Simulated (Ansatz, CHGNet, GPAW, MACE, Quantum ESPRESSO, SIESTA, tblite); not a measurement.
**Random packing of 64AlN-36Al2O3 (mol %) (86 atoms) in GPAW**

Aim: run random packing of 64AlN-36Al2O3 (mol %) (86 atoms) in GPAW and see how near its forces come to a plane-wave reference, and at what cost.

Main program and level: GPAW 26.7.0; the method is named at each step.

## Step 1: The starting structure

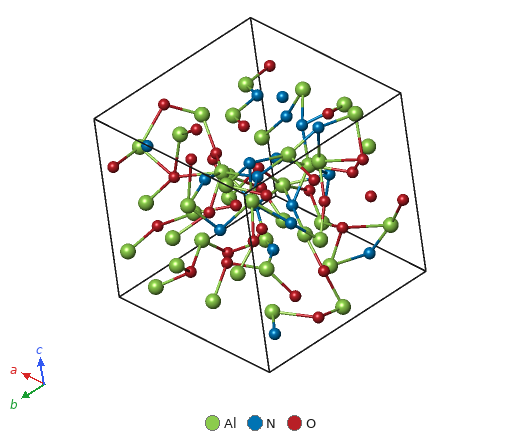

Start, viewed from a free direction; aluminium green, nitrogen blue, oxygen red. Bonds to atoms that aren't drawn are left out. Some periodic images of atoms are drawn too.

The cell holds 86 atoms: 38 Al, 18 N and 30 O. Cell: a = 9.738 Å, b = 9.738 Å, c = 9.738 Å, α = 90.0°, β = 90.0°, γ = 90.0°. 86 atoms (38 Al, 18 N, 30 O) packed at random in a cube at 3.16 g/cm³ and pushed apart as soft spheres, cations and anions kept from their own kind; a start for melting by ab initio MD, not an equilibrated structure. Then every atom was moved at random, 0.03 Å r.m.s. a Cartesian component.

The yardstick, on the same geometry:

| Quantity | Value |
| --- | --- |
| method | Kohn-Sham DFT, PBE, SSSP efficiency 1.3.0 pseudopotentials, plane waves (Quantum ESPRESSO 7.5); sssp-pbe-1.3.0-efficiency, cutoffs 60/480 Ry, Γ point |
| r.m.s. force component | 1.792 eV/Å |
| longest force | 6.267 eV/Å |
| pressure | 4.931 GPa |
| time | 6.1 min on 4 MPI ranks of Arm Neoverse V2, shared host |
| CPU time | 25 min |

## Step 2: PBE, LCAO dzp, h 0.18 Å

Method: Kohn-Sham DFT, PBE, PAW, atomic orbitals (dzp).

The input, run.py:

```python
import numpy as np
from ase.io import read
from gpaw import GPAW, FermiDirac

atoms = read("structure.xyz")
atoms.calc = GPAW(
    mode="lcao",
    basis="dzp",
    h=0.18,
    xc="PBE",
    kpts={"size": (1, 1, 1), "gamma": True},
    occupations=FermiDirac(0.05),
    maxiter=200,
    symmetry={"point_group": False},
    txt="gpaw.txt",
)
energy = atoms.get_potential_energy(force_consistent=True)
forces = atoms.get_forces()
print(f"energy {energy:.6f} eV")
print("forces (eV/A)")
for i, (a, f) in enumerate(zip(atoms, forces)):
    print(f"{i:4d} {a.symbol:2s} {f[0]:10.5f} {f[1]:10.5f} {f[2]:10.5f}")
print(f"Fermi level {atoms.calc.get_fermi_level():.4f} eV")
for k in range(len(atoms.calc.get_ibz_k_points())):
    for s in range(atoms.calc.get_number_of_spins()):
        e = atoms.calc.get_eigenvalues(kpt=k, spin=s)
        n = np.searchsorted(e, atoms.calc.get_fermi_level())
        print(f"k {k} spin {s} levels about the Fermi level:", np.round(e[max(n - 6, 0):n], 4).tolist(), "|", np.round(e[n:n + 6], 4).tolist())
```

The input, structure.xyz:

```xyz
86
Lattice="9.73820 0.00000 0.00000 0.00000 9.73820 0.00000 0.00000 0.00000 9.73820" Properties=species:S:1:pos:R:3 pbc="T T T"
Al 9.64491 2.62191 2.62328
Al 0.44601 5.40519 4.59049
Al 8.71540 4.38482 7.35517
Al 8.26238 8.65745 5.15297
Al 5.53363 6.30996 6.65401
Al 4.56838 2.10209 5.04478
Al 0.48116 4.61951 0.46831
Al 2.80022 8.45285 3.49971
Al 2.26102 3.35510 6.95122
Al 2.73984 4.36018 3.32443
Al 7.30190 6.78626 3.93842
Al 8.26910 5.75722 1.46521
Al 7.18231 7.04403 8.43503
Al 6.79025 8.61753 2.31905
Al 1.96137 7.47680 1.20199
Al 6.47678 3.60099 1.01540
Al 8.29276 1.98727 7.81578
Al 2.06898 5.20906 8.45597
Al 6.29906 2.31195 3.34449
Al 4.28120 8.88017 1.58538
Al 1.18251 1.78530 9.11525
Al 1.86370 9.16472 9.10668
Al 4.05216 9.72418 7.38146
Al 6.48944 0.24657 7.32605
Al 2.16120 7.59940 7.22574
Al 6.23878 4.64356 8.50427
Al 8.67829 8.43708 0.25524
Al 5.93047 9.32559 4.59419
Al 4.77785 1.63650 1.55441
Al 8.63106 1.22604 4.34596
Al 1.71587 0.23751 1.93362
Al 9.46183 7.58060 7.08814
Al 7.70905 1.42226 0.31834
Al 1.90937 0.72102 6.41699
Al 7.54487 4.47246 3.36007
Al 2.89312 3.05575 0.80379
Al 9.13950 9.36270 2.52570
Al 3.84639 5.92336 1.85240
N 1.68159 3.59661 9.18264
N 4.44481 3.46417 3.67997
N 6.59997 2.79720 8.40514
N 4.81778 0.78626 3.70587
N 2.28409 7.31436 9.08827
N 3.31722 8.68949 5.77943
N 2.60808 0.93740 0.41193
N 7.89846 2.71482 1.82728
N 7.36724 0.68177 5.73044
N 3.29784 6.14812 7.25058
N 0.53482 8.68297 1.27337
N 5.29174 1.55996 6.63016
N 4.95022 4.49223 1.62803
N 4.63538 3.81913 6.36498
N 4.77873 7.94949 7.50825
N 4.44442 3.13726 9.42073
N 0.89221 6.57027 5.97351
N 6.67573 9.42453 9.36396
[... 26 atom lines left out ...]
O 9.41148 1.04023 1.16858
O 7.38730 7.55645 6.30558
O 0.49275 2.13257 5.09483
O 4.73471 5.34355 8.95340
```

The run is started by

```console
OMP_NUM_THREADS=1 python run.py > output.txt
```

What it wrote:

```text
energy -449.489621 eV
forces (eV/A)
   0 Al    0.48779    0.43391   -0.08103
   1 Al    0.22758   -0.61772    1.10069
   2 Al   -0.25862    1.63223   -1.99460
   3 Al    1.55730    1.24455    0.94042
   4 Al   -2.49909   -0.50331   -2.92503
   5 Al   -2.63540    1.25642    1.54942
   6 Al   -0.54002    1.02466    0.27446
   7 Al    0.74359   -2.20800    5.75018
   8 Al    1.93048   -0.69188   -2.16431
   9 Al    0.04263   -1.47562    2.47895
  10 Al   -2.28375   -0.97714    0.87824
  11 Al    0.46589    3.44970    0.37785
  12 Al   -2.73670    2.08470    1.55812
  13 Al   -0.27274   -0.57926   -1.87299
  14 Al   -3.45797   -3.93165   -0.66958
  15 Al   -0.79122    0.97043   -1.30669
  16 Al    0.32074   -2.96986   -2.30731
  17 Al    2.34107    5.50430    0.60690
  18 Al    0.33079   -1.01669    1.05949
  19 Al    0.26832   -1.90727   -2.06344
  20 Al   -0.75931    0.47704   -0.95042
  21 Al    0.65512    0.30124    0.94688
  22 Al    1.33615   -0.62632    0.23971
  23 Al    1.26571   -0.91806    2.17287
[...]
78 O     0.59692    2.71727   -2.69252
  79 O    -0.61352    0.68148   -0.21104
  80 O     0.34431   -3.53106    3.76070
  81 O    -2.14238   -0.93656    4.23520
  82 O     0.73500    2.50481   -0.58059
  83 O     2.64699    0.54894    1.62269
  84 O    -1.16231   -1.39159   -1.11072
  85 O     0.93324    0.18768   -0.78691
Fermi level 6.8539 eV
k 0 spin 0 levels about the Fermi level: [6.5871, 6.5999, 6.6612, 6.6886, 6.7728, 6.8368] | [6.8847, 6.9149, 7.0031, 7.0561, 7.1423, 7.2218]
```

gpaw.txt:

```text
Input parameters:
  mode=LCAO(),
  basis={'default': 'dzp'},
  h=0.18,
  kpts=MonkhorstPack(size=(1, 1, 1), gamma=True),
  maxiter=200,
  occupations=Occupations(name='fermi-dirac', width=0.05, fixmagmom=False),
  symmetry=Symmetry(point_group=False),
  xc=XC(name='PBE')
Unit cell  # Å
| periodic |        x |        y |        z |  lengths |    angles |
|----------|----------|----------|----------|----------|-----------|
|      yes | 9.738200 | 0.000000 | 0.000000 | 9.738200 | 90.000000 |
|      yes | 0.000000 | 9.738200 | 0.000000 | 9.738200 | 90.000000 |
|      yes | 0.000000 | 0.000000 | 9.738200 | 9.738200 | 90.000000 |
Number of symmetries: 1
Symmetry operations  # r_c * U_cc + t_c -> r_c
|   | kind |            matrix            |
|---|------|------------------------------|
| 0 |  E   |  1, 0, 0,  0, 1, 0,  0, 0, 1 |
BZ-sampling:
  Number of BZ points: 1
  Number of IBZ points: 1
  Monkhorst-Pack size: [1, 1, 1]
  Monkhorst-Pack shift: [0, 0, 0]
[... lines left out ...]
  Fermi-Dirac:
[... lines left out ...]
    Stencil: 6*3+1=19 point O(h^6) finite-difference Laplacian
xc functional:
  name: PBE with 2 nearest neighbor stencil
interpolation: tri-quintic # 5. degree polynomial
Initialization done in: 9.557 s
convergence criteria:
- Maximum [total energy] change in last 3 cyles: 0.0005 eV / valence electron
- Maximum integral of absolute [dens]ity change: 0.0001 electrons / valence electron
- Maximum integral of absolute [eigenst]ate change: 4e-08 eV^2 / valence electron
maximum number of iterations: 200
SCF iterations
|iter     |      energy | eigst |  dens |
|---------|-------------|-------|-------|
|iter:   1| -497.595153 |      c|       |
|iter:   2| -478.976989 |      c| -0.73 |
|iter:   3| -471.753530 |      c| -0.82 |
|iter:   4| -456.436050 |      c| -1.00 |
[...]
|iter:  10| -449.472914 |      c| -1.66 |
|iter:  11| -449.444557 |      c| -2.00 |
|iter:  12| -449.383952c|      c| -2.11 |
|iter:  13| -449.355955c|      c| -2.33 |
|iter:  14| -449.351009c|      c| -2.53 |
[...]
|iter:  24| -449.341777c|      c| -3.81 |
|iter:  25| -449.341606c|      c| -3.91 |
|iter:  26| -449.341645c|      c| -4.03c|
Converged in 26 steps
SCF loop duration: 656.395 s (25.246 s/step)
Energy contributions relative to reference atoms: (reference = -338826.640176)
Energy contributions:
  Kinetic:         543.866121
  Coulomb:        -425.978091
  Zero:              8.084057
  External:          0.000000
  Xc:             -575.165756
  Entropy:          -0.295951
  Spinorbit:         0.000000
  ----------------------------
  Free energy:    -449.489621
  Extrapolated:   -449.341645
dipole moment: (-46.136924, 44.247086, 0.232789)  # |e|*Ang
Fermi level: 6.854
Eigenvalues  # (at kpt = [0.000, 0.000, 0.000])
| band index |      eig [eV] | occ [0-2] |
|------------|---------------|-----------|
|          0 |       -13.610 |     2.000 |
|        ... |               |           |
|        184 |         6.479 |     1.999 |
|        185 |         6.516 |     1.998 |
[...]
|        199 |         7.312 |     0.000 |
|        ... |               |           |
|        234 |        10.990 |     0.000 |
Gap: 0.048 eV
Transition (v -> c):
  (s=0, k=0, n=191, [0.00, 0.00, 0.00]) -> (s=0, k=0, n=192, [0.00, 0.00, 0.00])
No difference between direct/indirect transitions
Force computation time: 62.268  # s
timing:  # [seconds]
  Total:  728.251  # ━━━━━━━━━━━━━━━━━━━━━━━━━━━━━━━━━━━━━━━━━━━━━━━━━━━━━━━━
  Init:     9.556  # ╸
  SCF:    656.395  # ━━━━━━━━━━━━━━━━━━━━━━━━━━━━━━━━━━━━━━━━━━━━━━━━━━╸
  Forces:  62.268  # ━━━━━
```

Run time: 12 min. Hardware: 1 thread of Arm Neoverse V2, shared host; peak memory 1.9 GiB.

Banners, paths, timers and routine set-up lines are dropped from the logs unmarked, and long logs keep their key lines alone; longer cuts are marked.

Numbers from this run, and their distance from the reference:

```
r.m.s. force component                  : 1.731 eV/Å
r.m.s. difference of force components   : 200.6 meV/Å
longest difference of force vectors     : 689.4 meV/Å
force difference over r.m.s. force      : 11.19 %
slope of forces against the reference's : 0.9599
correlation of force components         : 0.9941
```

Length of the force difference by element (eV/Å):

```
element  atoms  mean  most
     Al     38  0.34  0.69
      N     18  0.24  0.39
      O     30  0.35  0.56
```

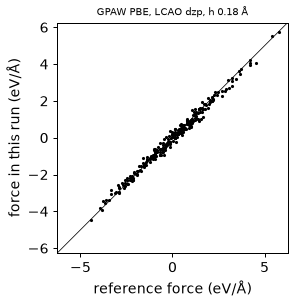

Force components against those of the reference; the line marks equality.

Local excerpt of 9 atoms (numbers count through the whole input) about Al8, which bears the longest force; x, y, z are measured from there.

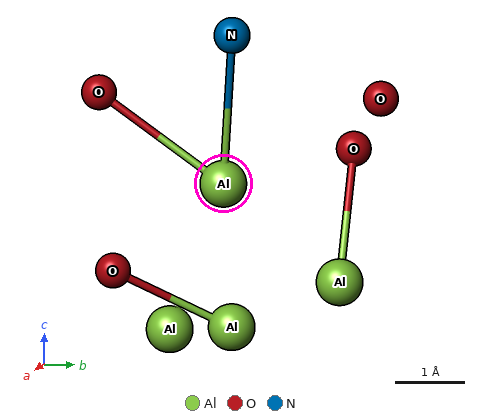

The atoms of the table, within 2.7 Å (arrows a, b, c point along x, y, z); some may hide others; the central atom is ringed.

| atom | x | y | z | distance (Å) | Fx | Fy | Fz (eV/Å) |
| --- | --- | --- | --- | --- | --- | --- | --- |
| Al8 | 0.00 | 0.00 | 0.00 | 0.00 | 0.74 | -2.21 | 5.75 |
| O62 | 0.13 | -1.84 | 1.33 | 2.27 | -0.93 | -0.22 | -3.82 |
| N44 | 0.52 | 0.24 | 2.28 | 2.35 | 0.01 | 1.19 | 1.56 |
| Al31 | -1.08 | 1.52 | -1.57 | 2.44 | 0.23 | 3.14 | 0.96 |
| Al20 | 1.48 | 0.43 | -1.91 | 2.46 | 0.27 | -1.91 | -2.06 |
| Al15 | -0.84 | -0.98 | -2.30 | 2.63 | -3.46 | -3.93 | -0.67 |
| O76 | -2.19 | 1.51 | 0.27 | 2.67 | 0.49 | -1.08 | -2.28 |
| O75 | 2.14 | -1.22 | -1.03 | 2.67 | 0.11 | 3.64 | -0.50 |
| O66 | 0.01 | 2.37 | 1.33 | 2.72 | 0.04 | 1.34 | 2.29 |

Atoms are counted from 1 here, from 0 in the log.

Forces lie 11 % from the reference's, at 0.50 times its CPU time (on 1 against 4 cores).

The forces add up to 0.55 eV/Å instead of zero, usually a sign of too coarse a grid.

## Step 3: PBE, LCAO dzp, h 0.18 Å, other mixer settings

Method: Kohn-Sham DFT, PBE, PAW, atomic orbitals (dzp).

run.py: that of step 2 with these lines changed.

```diff
@@ -2,3 +2,4 @@
 from ase.io import read
-from gpaw import GPAW, FermiDirac
+from gpaw import GPAW, FermiDirac, Mixer
+from ase.parallel import parprint as print
 
@@ -12,2 +13,3 @@
     occupations=FermiDirac(0.05),
+    mixer=Mixer(0.1, 5, 50),
     maxiter=200,
```

structure.xyz is that of step 2.

The run is started by

```console
OMP_NUM_THREADS=1 mpirun -np 2 gpaw python run.py > output.txt
```

What it wrote:

```text
energy -449.489624 eV
forces (eV/A)
   0 Al    0.48956    0.43439   -0.07862
   1 Al    0.22740   -0.61606    1.10002
   2 Al   -0.25743    1.63367   -1.99677
   3 Al    1.55833    1.24415    0.93983
   4 Al   -2.49899   -0.50569   -2.92556
   5 Al   -2.63529    1.25715    1.54949
   6 Al   -0.54049    1.02376    0.27322
   7 Al    0.74434   -2.21079    5.75087
   8 Al    1.93274   -0.68811   -2.16346
   9 Al    0.04222   -1.47595    2.48099
  10 Al   -2.28487   -0.97823    0.87806
  11 Al    0.46734    3.44955    0.38060
[...]
81 O    -2.14140   -0.93741    4.24088
  82 O     0.73468    2.50898   -0.58028
  83 O     2.65094    0.54626    1.62113
  84 O    -1.15863   -1.38040   -1.11145
  85 O     0.93752    0.19450   -0.78879
Fermi level 6.8540 eV
k 0 spin 0 levels about the Fermi level: [6.5871, 6.5999, 6.6613, 6.6885, 6.7729, 6.8367] | [6.8848, 6.9148, 7.0031, 7.0562, 7.1422, 7.2217]
```

gpaw.txt:

```text
Input parameters:
  mode=LCAO(),
  basis={'default': 'dzp'},
  h=0.18,
  kpts=MonkhorstPack(size=(1, 1, 1), gamma=True),
  maxiter=200,
  mixer=Pulay(name='pulay', nmaxold=5, beta=0.1, weight=50, sigma=0.015, g_ss=None),
  occupations=Occupations(name='fermi-dirac', width=0.05, fixmagmom=False),
[... lines left out ...]
  Fermi-Dirac:
[... lines left out ...]
convergence criteria:
- Maximum [total energy] change in last 3 cyles: 0.0005 eV / valence electron
[... lines left out ...]
Converged in 41 steps
[... lines left out ...]
  Free energy:    -449.489624
[... lines left out ...]
dipole moment: (-46.138189, 44.245620, 0.233306)  # |e|*Ang
Fermi level: 6.854
Eigenvalues  # (at kpt = [0.000, 0.000, 0.000])
| band index |      eig [eV] | occ [0-2] |
|------------|---------------|-----------|
|          0 |       -13.610 |     2.000 |
|        ... |               |           |
|        184 |         6.479 |     1.999 |
|        185 |         6.516 |     1.998 |
[...]
|        199 |         7.313 |     0.000 |
|        ... |               |           |
|        234 |        10.990 |     0.000 |
Gap: 0.048 eV
Transition (v -> c):
  (s=0, k=0, n=191, [0.00, 0.00, 0.00]) -> (s=0, k=0, n=192, [0.00, 0.00, 0.00])
No difference between direct/indirect transitions
Force computation time: 31.595  # s
```

The job ended after 9.9 min (2 MPI ranks; peak memory 2.1 GiB).

Compared with the plane-wave run:

* r.m.s. force component: 1.732 eV/Å
* r.m.s. difference of force components: 200.6 meV/Å
* longest difference of force vectors: 690.9 meV/Å
* force difference over r.m.s. force: 11.19 %
* slope of forces against the reference's: 0.9604
* correlation of force components: 0.9941
* energy less the same-level run's: 0 meV/atom
* r.m.s. force difference from the same-level run: 3.896 meV/Å

Against the first run (11 %), the force difference from the reference is 11 %, at 1.6 times the CPU time (on 2 against 1 cores) (41 SCF steps against 26): another solver or mixer reaches the same state.

The forces add up to 0.56 eV/Å instead of zero, usually a sign of too coarse a grid.

## Step 4: PBE, LCAO sz(dzp), h 0.18 Å

Method: Kohn-Sham DFT, PBE, PAW, atomic orbitals (sz(dzp)).

run.py: that of step 3 with these lines changed.

```diff
@@ -2,4 +2,3 @@
 from ase.io import read
-from gpaw import GPAW, FermiDirac, Mixer
-from ase.parallel import parprint as print
+from gpaw import GPAW, FermiDirac
 
@@ -8,3 +7,3 @@
     mode="lcao",
-    basis="dzp",
+    basis="sz(dzp)",
     h=0.18,
@@ -13,3 +12,2 @@
     occupations=FermiDirac(0.05),
-    mixer=Mixer(0.1, 5, 50),
     maxiter=200,
```

structure.xyz is that of step 3.

The run is started by

```console
OMP_NUM_THREADS=1 python run.py > output.txt
```

What it wrote:

```text
energy -368.180139 eV
forces (eV/A)
   0 Al    0.80921    0.85751   -0.39704
   1 Al    0.36695    0.17559    0.35929
   2 Al   -0.19415    1.30130   -2.53847
   3 Al    2.53886    1.36274    0.75616
   4 Al   -3.52652   -0.92556   -3.89164
   5 Al   -3.22487    1.46887    1.75739
[...]
83 O     2.12176    0.17058    2.16320
  84 O    -0.28007   -0.99787   -0.57193
  85 O    -0.80697    0.74308    0.14246
Fermi level 7.9288 eV
k 0 spin 0 levels about the Fermi level: [7.5978, 7.6435, 7.7241, 7.7663, 7.8624, 7.921] | [7.9699, 7.985, 8.0183, 8.1037, 8.1889, 8.2707]
```

gpaw.txt:

```text
Input parameters:
  mode=LCAO(),
  basis={'default': 'sz(dzp)'},
  h=0.18,
  kpts=MonkhorstPack(size=(1, 1, 1), gamma=True),
  maxiter=200,
  occupations=Occupations(name='fermi-dirac', width=0.05, fixmagmom=False),
[... lines left out ...]
  Fermi-Dirac:
[... lines left out ...]
convergence criteria:
- Maximum [total energy] change in last 3 cyles: 0.0005 eV / valence electron
[... lines left out ...]
Converged in 27 steps
[... lines left out ...]
  Free energy:    -368.180139
[... lines left out ...]
Fermi level: 7.929
[... lines left out ...]
|        ... |               |           |
|        234 |        12.149 |     0.000 |
Gap: 0.049 eV
Transition (v -> c):
  (s=0, k=0, n=191, [0.00, 0.00, 0.00]) -> (s=0, k=0, n=192, [0.00, 0.00, 0.00])
No difference between direct/indirect transitions
Force computation time: 11.360  # s
timing:  # [seconds]
  Total:  162.617  # ━━━━━━━━━━━━━━━━━━━━━━━━━━━━━━━━━━━━━━━━━━━━━━━━━━━━━━━━
  Init:     6.913  # ━━╸
  SCF:    144.314  # ━━━━━━━━━━━━━━━━━━━━━━━━━━━━━━━━━━━━━━━━━━━━━━━━━╸
  Forces:  11.360  # ━━━━
```

The job ended after 2.7 min (1 thread; peak memory 1.4 GiB).

Numbers from this run, and their distance from the reference:

```yaml
r_m_s_force_component: 1.842 eV/Å
r_m_s_difference_of_force_components: 702.8 meV/Å
longest_difference_of_force_vectors: 2604 meV/Å
force_difference_over_r_m_s_force: 39.21 %
slope_of_forces_against_the_reference_s: 0.9509
correlation_of_force_components: 0.9255
```

This is a coarse setting, run to see what it loses.

Against the first run (11 %), the force difference from the reference is 39 %, at 0.22 times the CPU time, with 344 basis functions against 1118: the smaller basis costs accuracy.

The forces add up to 0.54 eV/Å instead of zero, usually a sign of too coarse a grid.

[end of part 1 of 2]

[Also dropped from logs without a mark: logging warnings of Python, and SIESTA's first energy breakdown and zero terms.]

[Logs are printed without paths, hosts, clocks, repeated set-up lines and the standing remarks that a program may print on its own settings, such as how far it seeks lower states.]

[Hosts, paths, dates, database ids (printed as entryN), source tags and the programs' standing remarks are cut or masked in the printed files.]
